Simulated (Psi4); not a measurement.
# C2F5 (pentafluoroethyl): UB2PLYP/cc-pVDZ (density fitting for correlation)

What is the vertical ionisation energy of C2F5 (pentafluoroethyl) at UB2PLYP/cc-pVDZ (density fitting for correlation)? Input form: a Python script.

The results are computed with Psi4 1.11.

**1. The molecule**

C2F5 has 7 atoms, charge 0, and is taken as a doublet. As SMILES, `F[C](F)C(F)(F)F`. The coordinates come from a PBE0-D4/def2-TZVP relaxation.

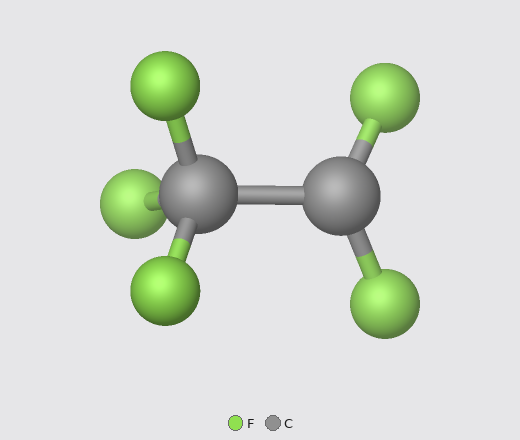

The structure, seen from a chosen angle (fluorine green, carbon grey).

**2. The energy at UB2PLYP/cc-pVDZ (density fitting for correlation)**

File run.py:

```python
import psi4

psi4.set_memory(2200000000)
psi4.set_num_threads(1)
psi4.set_output_file('psi4.out', False)

mol = psi4.geometry("""
0 2
F      1.561030    -0.846020     0.512950
C      0.322010    -0.468420     0.723150
F     -0.464130    -1.481230     1.002660
C     -0.228340     0.480800    -0.320510
F      0.577960     1.527090    -0.444820
F     -1.434800     0.896110     0.043240
F     -0.333720    -0.108340    -1.516660
symmetry c1
""")

options = {'basis': 'cc-pVDZ', 'reference': 'uks', 'puream': True, 'e_convergence': 1e-09, 'd_convergence': 1e-08, 'scf_type': 'pk', 'dft_radial_points': 99, 'dft_spherical_points': 590, 'num_frozen_docc': 7, 'maxiter': 100}
psi4.set_options(options)

e_tot = psi4.energy('b2plyp')
print(f'b2plyp energy: {e_tot:.10f} Eh')
for k, v in sorted(psi4.core.scalar_variables().items()):
    print(f'{k:45s} {v:18.10f}')
```

Launch:

```bash
$ python run.py
```

psi4.out:

```text
[...]
  Running in c1 symmetry.
[...]
  Nuclear repulsion =  346.112002362467138
[...]
  Multiplicity = 2
[...]
  Nalpha       = 29
  Nbeta        = 28
[...]
    Number of basis functions: 98
[...]
   @UKS iter   1:  -574.48191842252947   -2.96115e-01   5.34493e-03 DIIS/ADIIS
[...]
   @UKS iter  13:  -574.57651473572605   -6.36646e-12   6.62065e-09 DIIS
[...]
   @S^2 Observed:                7.537453629E-01
[...]
    Orbital Energies [Eh]
    ---------------------
    Alpha Occupied:
       1A    -25.440013     2A    -25.440006     3A    -25.430234
       4A    -25.430213     5A    -25.426545     6A    -10.915146
       7A    -10.834544     8A     -1.524882     9A     -1.495276
      10A     -1.439364    11A     -1.426086    12A     -1.424079
      13A     -0.921262    14A     -0.803919    15A     -0.738309
      16A     -0.725758    17A     -0.722086    18A     -0.687354
      19A     -0.665825    20A     -0.607395    21A     -0.590604
      22A     -0.588096    23A     -0.586923    24A     -0.558548
      25A     -0.547611    26A     -0.541031    27A     -0.527873
      28A     -0.501077    29A     -0.342809
    Alpha Virtual:
[...]
  @UKS Final Energy:  -574.57651473572605
   => Energetics <=
    Nuclear Repulsion Energy =            346.1120023624671376
    One-Electron Energy =               -1486.4349397700070767
    Two-Electron Energy =                 596.0070849083799658
    DFT Exchange-Correlation Energy =     -30.2606622365661195
    Empirical Dispersion Energy =           0.0000000000000000
    VV10 Nonlocal Energy =                  0.0000000000000000
    Total Energy =                       -574.5765147357260503
[...]
 Multipole Moments:
 ------------------------------------------------------------------------------------
     Multipole            Electronic (a.u.)      Nuclear  (a.u.)        Total (a.u.)
 ------------------------------------------------------------------------------------
 L = 1.  Multiply by 2.5417464519 to convert [e a0] to [Debye]
 Dipole X            :         -0.0110323            0.0623769            0.0513445
 Dipole Y            :         -0.0184538            0.0082463           -0.0102075
 Dipole Z            :         -0.0700928            0.2681329            0.1980401
 Magnitude           :                                                    0.2048423
[...]
```

The script printed:

```text
b2plyp energy: -574.9505067468 Eh
B2PLYP DOUBLE-HYBRID CORRECTION ENERGY             -0.3739920111
B2PLYP TOTAL ENERGY                              -574.9505067468
CURRENT ENERGY                                   -574.9505067468
CURRENT REFERENCE ENERGY                         -574.5765147357
DD SOLVATION ENERGY                                 0.0000000000
DFT FUNCTIONAL TOTAL ENERGY                      -574.5765147357
DFT TOTAL ENERGY                                 -574.9505067468
DFT VV10 ENERGY                                     0.0000000000
DFT XC ENERGY                                     -30.2606622366
DOUBLE-HYBRID CORRECTION ENERGY                    -0.3739920111
GRID ELECTRONS ALPHA                               29.0000000490
GRID ELECTRONS BETA                                28.0000000097
GRID ELECTRONS TOTAL                               57.0000000586
NUCLEAR REPULSION ENERGY                          346.1120023625
ONE-ELECTRON ENERGY                             -1486.4349397700
PCM POLARIZATION ENERGY                             0.0000000000
PE ENERGY                                           0.0000000000
SCF ITERATION ENERGY                             -574.5765147357
SCF ITERATIONS                                     13.0000000000
SCF TOTAL ENERGY                                 -574.5765147357
TWO-ELECTRON ENERGY                               596.0070849084
XC GRID RADIAL POINTS                              99.0000000000
XC GRID SPHERICAL POINTS                          590.0000000000
XC GRID TOTAL POINTS                           386871.0000000000
```

Wall time 25 s (1 thread of AMD EPYC 9B14 (Zen 4), shared host); peak memory 1.3 GiB.

**3. The singlet cation at the same level**

File job.py:

```python
import psi4

psi4.set_memory(2200000000)
psi4.set_num_threads(1)
psi4.core.set_output_file('psi4.out', False)

molecule = psi4.geometry("""
1 1
F      1.561030    -0.846020     0.512950
C      0.322010    -0.468420     0.723150
F     -0.464130    -1.481230     1.002660
C     -0.228340     0.480800    -0.320510
F      0.577960     1.527090    -0.444820
F     -1.434800     0.896110     0.043240
F     -0.333720    -0.108340    -1.516660
symmetry c1
no_reorient
no_com
""")

psi4.set_options({
    'basis': 'cc-pVDZ',
    'puream': True,
    'e_convergence': 1e-09,
    'd_convergence': 1e-08,
    'scf_type': 'pk',
    'dft_radial_points': 99,
    'dft_spherical_points': 590,
    'num_frozen_docc': 7,
})

e_tot, wfn = psi4.energy("b2plyp", molecule=molecule, return_wfn=True)
print(f'total energy {e_tot:.8f} hartree = {e_tot * 27.211386:.5f} eV')
```

Launch:

```bash
$ python job.py
```

psi4.out:

```text
[...]
  Running in c1 symmetry.
[...]
  Nuclear repulsion =  346.112002362467138
[...]
  Multiplicity = 1
[...]
  Nalpha       = 28
  Nbeta        = 28
[...]
    Number of basis functions: 98
[...]
   @RKS iter   1:  -574.01199004244609    1.73813e-01   6.73216e-03 ADIIS/DIIS
[...]
   @RKS iter  12:  -574.18386125045822   -8.75389e-12   6.34335e-09 DIIS
[...]
    Orbital Energies [Eh]
    ---------------------
    Doubly Occupied:
       1A    -25.795401     2A    -25.795387     3A    -25.679327
       4A    -25.661304     5A    -25.661286     6A    -11.263408
       7A    -11.191213     8A     -1.835894     9A     -1.769887
      10A     -1.756344    11A     -1.661710    12A     -1.657280
      13A     -1.221450    14A     -1.088882    15A     -1.031409
      16A     -1.011467    17A     -0.979402    18A     -0.942980
      19A     -0.939954    20A     -0.901849    21A     -0.885235
      22A     -0.875824    23A     -0.817466    24A     -0.813245
      25A     -0.780380    26A     -0.774475    27A     -0.766670
      28A     -0.753950
[...]
  @RKS Final Energy:  -574.18386125045822
   => Energetics <=
    Nuclear Repulsion Energy =            346.1120023624671376
    One-Electron Energy =               -1470.3962954219189214
    Two-Electron Energy =                 580.1055002227509476
    DFT Exchange-Correlation Energy =     -30.0050684137574208
    Empirical Dispersion Energy =           0.0000000000000000
    VV10 Nonlocal Energy =                  0.0000000000000000
    Total Energy =                       -574.1838612504582215
[...]
 Multipole Moments:
 ------------------------------------------------------------------------------------
     Multipole            Electronic (a.u.)      Nuclear  (a.u.)        Total (a.u.)
 ------------------------------------------------------------------------------------
 L = 1.  Multiply by 2.5417464519 to convert [e a0] to [Debye]
 Dipole X            :          1.0504021           -0.5308619            0.5195402
 Dipole Y            :         -0.6743669           -0.0703545           -0.7447214
 Dipole Z            :          3.4629069           -2.2824679            1.1804390
 Magnitude           :                                                    1.4892844
[...]
```

The script printed:

```text
total energy -574.57592643 hartree = -15635.00732 eV
```

Wall time 16 s (1 thread of AMD EPYC 9B14 (Zen 4), shared host); peak memory 1.3 GiB.

**4. What came out**

Level: UB2PLYP/cc-pVDZ (density fitting for correlation), 7 core orbitals frozen.

| quantity | value |
| --- | --- |
| doublet C2F5: total energy | -574.95051 Eh |
| doublet C2F5: HOMO energy (SCF part's orbitals) (highest over α and β) | -9.33 eV |
| doublet C2F5: LUMO energy (SCF part's orbitals) (lowest over α and β) | -0.66 eV |
| doublet C2F5: ⟨S²⟩ | 0.754 |
| singlet cation: total energy | -574.57593 Eh |
| singlet cation: HOMO energy (SCF part's orbitals) | -20.52 eV |
| singlet cation: LUMO energy (SCF part's orbitals) | -11.85 eV |
| singlet cation: HOMO–LUMO gap (SCF part's orbitals) | 8.67 eV |
| vertical ionisation energy (to the singlet cation) | 10.193 eV |

What this shows: The vertical ionisation energy comes to 10.19 eV (235 kcal/mol). Only the singlet of the ionised species was computed; a triplet could lie lower.
